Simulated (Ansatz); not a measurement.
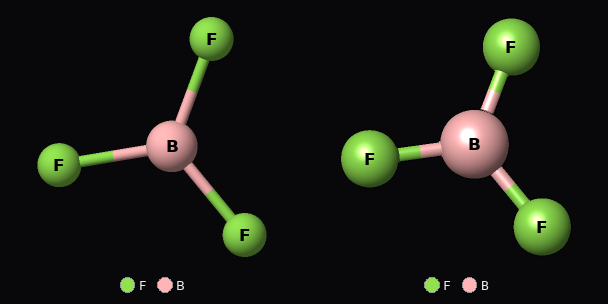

The same structure drawn twice, from different directions.

The computed structure is the end point of a PBE0-D4/def2-TZVP optimisation.

> Count the atoms of each element.

BF₃, 4 atoms: 1 boron and 3 fluorine.

> Write the SMILES.

FB(F)F

The parts below concern this one geometry. Atoms keep their numbers from picture to picture.

## Shape

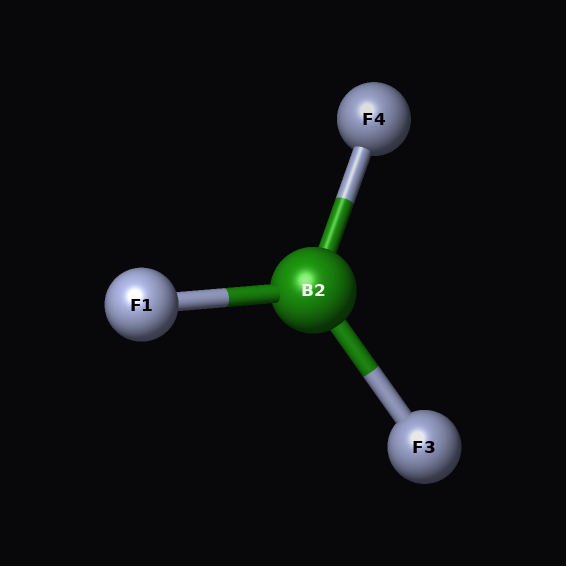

Numbered structure.

> Describe the coordination of atom 2.

B2 has 3 neighbours (F1 at 1.31, F3 at 1.31, F4 at 1.31 Å); the arrangement is trigonal planar.

## Levels of theory compared

Program: Ansatz 0.2.0.

Tabulate vertical IP (eV) at these levels: B2PLYP (frozen core)/def2-TZVPP; B3LYP-D4/def2-TZVPP; PBE-D4/def2-TZVPP; PBE0-D4/def2-TZVPP; r2SCAN-D4/def2-TZVPP; ωB97M-V/def2-TZVPP; ωB97X-V/def2-TZVPP.

```
                          level  vertical IP (eV)
B2PLYP (frozen core)/def2-TZVPP             15.47
            B3LYP-D4/def2-TZVPP             15.22
              PBE-D4/def2-TZVPP             14.43
             PBE0-D4/def2-TZVPP             15.26
           r2SCAN-D4/def2-TZVPP             14.78
             ωB97M-V/def2-TZVPP             15.51
             ωB97X-V/def2-TZVPP             15.52
```

## Charges

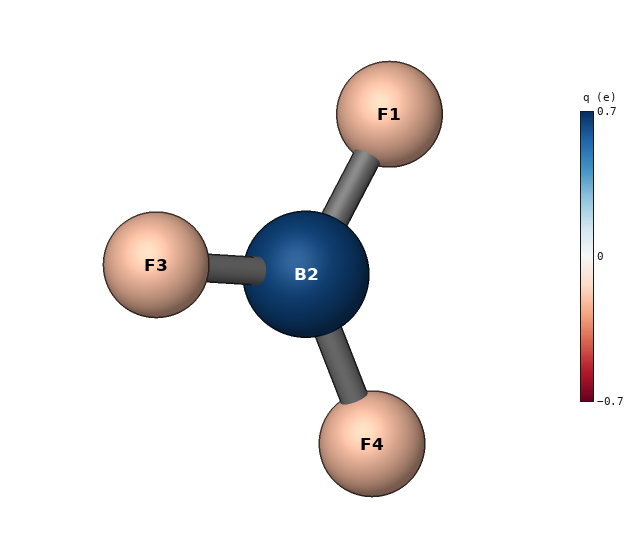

Atoms are coloured by their Mulliken charges. Level of theory: RKS B3LYP-D4/def2-TZVPP (Ansatz 0.2.0).

Give the Mulliken charges atom by atom.

| atom | value (e) |
| --- | --- |
| F1 | −0.22 |
| B2 | 0.65 |
| F3 | −0.22 |
| F4 | −0.22 |

## Thermal motion

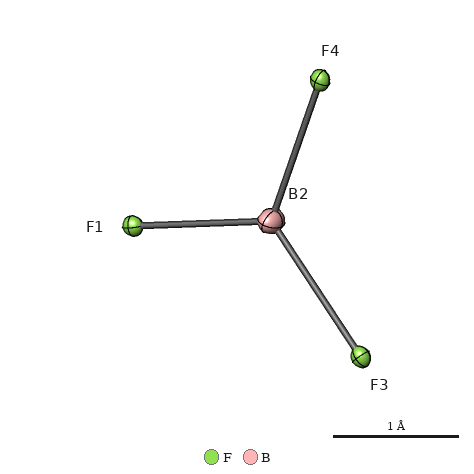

Displacement ellipsoids at the 50 % level, enlarged 2 times, from the internal vibrations of the free molecule (harmonic, no overall translation or rotation; no half-axis is drawn under 0.075 Å). Vibrations computed with RKS PBE0-D4/def2-TZVP (Ansatz 0.2.0). Temperature: 100 K.

List U_eq and the three principal root-mean-square amplitudes for each kind of atom.

```csv
atom,U_eq (Å²),rms amplitudes (Å)
"F1, F3, F4",0.00055,"0.008, 0.027, 0.029"
B2,0.0013,"0.033, 0.033, 0.044"
```

Mulliken values depend strongly on the basis set and can even reverse the polarity of a bond.
